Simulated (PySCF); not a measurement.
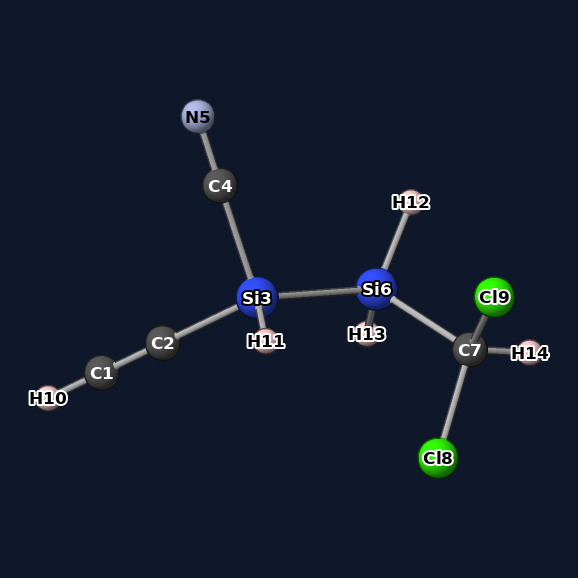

The questions are on isotropic NMR shieldings of the C atoms. Computed geometry: GFN2-xTB optimisation. No frequency run is at hand to confirm it as a minimum. Properties computed with GIAO PBE0/pcSseg-1 NMR shielding, non-relativistic, gas phase (PySCF 2.14.0).

Give the isotropic NMR shieldings of the C atoms atom by atom.

```json
{"atom": "C1", "σ (ppm)": "77.4"}
{"atom": "C2", "σ (ppm)": "105.9"}
{"atom": "C4", "σ (ppm)": "65.1"}
{"atom": "C7", "σ (ppm)": "114.4"}
```

The geometry is semi-empirical. Around Si such bond lengths and angles can be off by a tenth of an ångström or more and by several degrees, and values that hang on the shape move with them.
